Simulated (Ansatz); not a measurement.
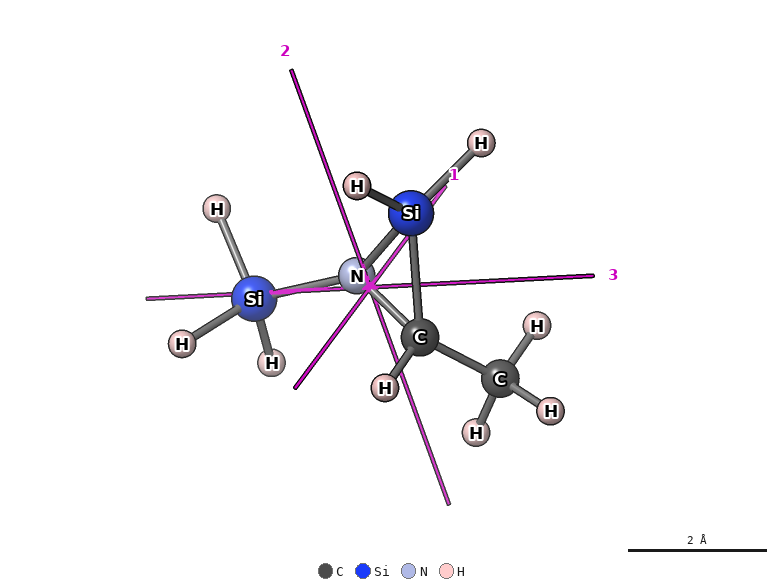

The three principal axes of inertia are drawn and numbered. Depth is shown by fading: the farther an atom, the more it takes the colour of the background. The computed structure is the end point of a PBE-D4/def2-SVP optimisation. No frequency run is at hand to confirm it as a minimum. Masses are those of the most abundant isotopes; constants are for the rigid equilibrium geometry.

### Which line is the a axis (least moment of inertia), which b and which c?

a is line 3, b is line 2, c is line 1; the moments are 122, 227, 321 u Å².

### What kind of rotor is it, and what are its rotational constants in cm⁻¹?

An asymmetric top (C1): A = 0.138, B = 0.0743, C = 0.0525 cm⁻¹. Ray's parameter κ is −0.49, nearer the prolate limit.
